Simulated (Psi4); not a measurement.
# SnH4 (SMILES [SnH4]): M06-2X/def2-SVP (core potential, sweep point 5)

What is the vertical ionisation energy of SnH4 at M06-2X/def2-SVP (core potential, sweep point 5)? 

The results are computed with Psi4 1.11.

4 further runs of the same task are left out: 4 set aside as unsound or not needed.

## 1. The structure to begin with

SnH4: 5 atoms, total charge 0, spin state singlet. As SMILES, `[SnH4]`. The coordinates come from a PBE0-D4/def2-TZVP relaxation.

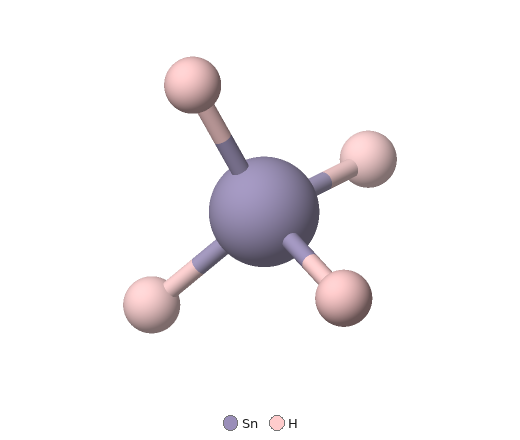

The structure, seen from a chosen angle (tin purple, hydrogen pink).

## 2. The energy at M06-2X/def2-SVP (core potential, sweep point 5)

The input, job.inp:

```
memory 1600 mb

molecule geom {
  0 1
  Sn     0.000030     0.000010     0.000040
  H      0.823920    -0.853480     1.222940
  H     -1.563610     0.403420     0.543140
  H     -0.116810    -0.974610    -1.392490
  H      0.856470     1.424640    -0.373640
  symmetry c1
}

set puream true
set scf_type pk
set dft_radial_points 75
set dft_spherical_points 302

result, w = energy('m06-2x/def2-SVP', return_wfn=True)
print_variables()
```

Launch:

```sh
$ psi4 -n 1 job.inp job.out
```

job.out:

```text
[...]
    !!!  WARNING: ECP capability is in beta. Please check occupations closely.  !!!
[...]
  Running in c1 symmetry.
[...]
  Nuclear repulsion =   28.473969965174199
[...]
  Multiplicity = 1
[...]
  Nalpha       = 13
  Nbeta        = 13
[...]
    Number of basis functions: 46
[...]
   @RKS iter   1:  -216.54283018207258   -1.49217e+00   4.62780e-03 ADIIS/DIIS
[...]
   @RKS iter   6:  -216.57076382090375   -9.84713e-09   4.26220e-07 DIIS
[...]
    Orbital Energies [Eh]
    ---------------------
    Doubly Occupied:
       1A     -5.327310     2A     -3.641271     3A     -3.641267
       4A     -3.641264     5A     -1.154212     6A     -1.154211
       7A     -1.154203     8A     -1.148857     9A     -1.148848
      10A     -0.578700    11A     -0.375719    12A     -0.375695
      13A     -0.375660
[...]
  @RKS Final Energy:  -216.57076382090375
   => Energetics <=
    Nuclear Repulsion Energy =             28.4739699651741986
    One-Electron Energy =                -434.9548281761211115
    Two-Electron Energy =                 199.3567767893016764
    DFT Exchange-Correlation Energy =      -9.4466823992585169
    Empirical Dispersion Energy =           0.0000000000000000
    VV10 Nonlocal Energy =                  0.0000000000000000
    Total Energy =                       -216.5707638209037498
[...]
 Multipole Moments:
 ------------------------------------------------------------------------------------
     Multipole            Electronic (a.u.)      Nuclear  (a.u.)        Total (a.u.)
 ------------------------------------------------------------------------------------
 L = 1.  Multiply by 2.5417464519 to convert [e a0] to [Debye]
 Dipole X            :          0.0002522           -0.0002235            0.0000287
 Dipole Y            :          0.0003112           -0.0001043            0.0002069
 Dipole Z            :          0.0005724           -0.0003129            0.0002594
 Magnitude           :                                                    0.0003331
[...]
```

Wall time 5.7 s (1 thread of Intel Xeon at 2.70GHz, shared host); peak memory 0.57 GiB.

## 3. The doublet cation, same level

The input, input.inp:

```
memory 1.6 GB

molecule system {
  1 2
  Sn     0.000030     0.000010     0.000040
  H      0.823920    -0.853480     1.222940
  H     -1.563610     0.403420     0.543140
  H     -0.116810    -0.974610    -1.392490
  H      0.856470     1.424640    -0.373640
  symmetry c1
}

set {
  basis                def2-SVP
  reference            uks
  puream               true
  scf_type             pk
  dft_radial_points    75
  dft_spherical_points 302
  maxiter              100
}

E, wfn = energy("m06-2x", return_wfn=True)
```

Launch:

```sh
$ psi4 input.inp input.out -n 1
```

input.out:

```text
[...]
    !!!  WARNING: ECP capability is in beta. Please check occupations closely.  !!!
[...]
  Running in c1 symmetry.
[...]
  Nuclear repulsion =   28.473969965174199
[...]
  Multiplicity = 2
[...]
  Nalpha       = 13
  Nbeta        = 12
[...]
    Number of basis functions: 46
[...]
   @UKS iter   1:  -216.12209167329979   -1.07143e+00   3.78812e-03 ADIIS/DIIS
[...]
   @UKS iter  39:  -216.14417490898160   -1.38478e-07   8.21332e-07 DIIS
[...]
   @S^2 Observed:                7.779680136E-01
[...]
    Orbital Energies [Eh]
    ---------------------
    Alpha Occupied:
       1A     -5.603125     2A     -3.925395     3A     -3.914245
       4A     -3.910836     5A     -1.436586     6A     -1.436193
       7A     -1.426107     8A     -1.421621     9A     -1.418006
      10A     -0.865478    11A     -0.710064    12A     -0.643610
      13A     -0.600437
    Alpha Virtual:
      14A     -0.179042    15A     -0.169458    16A     -0.152664
      17A     -0.140312    18A      0.004640    19A      0.036082
      20A      0.047347    21A      0.053706    22A      0.091766
      23A      0.101826    24A      0.250658    25A      0.257540
[...]
  @UKS Final Energy:  -216.14417490898160
   => Energetics <=
    Nuclear Repulsion Energy =             28.4739699651741986
    One-Electron Energy =                -427.8421606921408511
    Two-Electron Energy =                 192.5265259937265512
    DFT Exchange-Correlation Energy =      -9.3025101757414959
    Empirical Dispersion Energy =           0.0000000000000000
    VV10 Nonlocal Energy =                  0.0000000000000000
    Total Energy =                       -216.1441749089815971
[...]
 Multipole Moments:
 ------------------------------------------------------------------------------------
     Multipole            Electronic (a.u.)      Nuclear  (a.u.)        Total (a.u.)
 ------------------------------------------------------------------------------------
 L = 1.  Multiply by 2.5417464519 to convert [e a0] to [Debye]
 Dipole X            :         -0.2428762           -0.0002235           -0.2430998
 Dipole Y            :          0.6170442           -0.0001043            0.6169399
 Dipole Z            :          0.0592426           -0.0003129            0.0589296
 Magnitude           :                                                    0.6657215
[...]
```

Run time: 21 s. Hardware: 1 thread of Intel Xeon at 2.70GHz, shared host; peak memory 0.57 GiB.

## 4. Summary of results

Level: M06-2X/def2-SVP (core potential, sweep point 5).

```
                                          quantity          value
                        singlet SnH4: total energy  -216.57076 Eh
                       singlet SnH4: dipole moment         0.00 D
                         singlet SnH4: HOMO energy      -10.22 eV
                         singlet SnH4: LUMO energy        1.72 eV
                       singlet SnH4: HOMO–LUMO gap       11.94 eV
                      doublet cation: total energy  -216.14417 Eh
doublet cation: HOMO energy (highest over α and β)      -16.34 eV
 doublet cation: LUMO energy (lowest over α and β)      -13.03 eV
                              doublet cation: ⟨S²⟩          0.778
vertical ionisation energy (to the doublet cation)      11.608 eV
```

In words: Removing an electron at fixed nuclei costs 11.61 eV (268 kcal/mol). The negative HOMO energy of the first species, 10.22 eV, lies 1.39 eV below that difference.
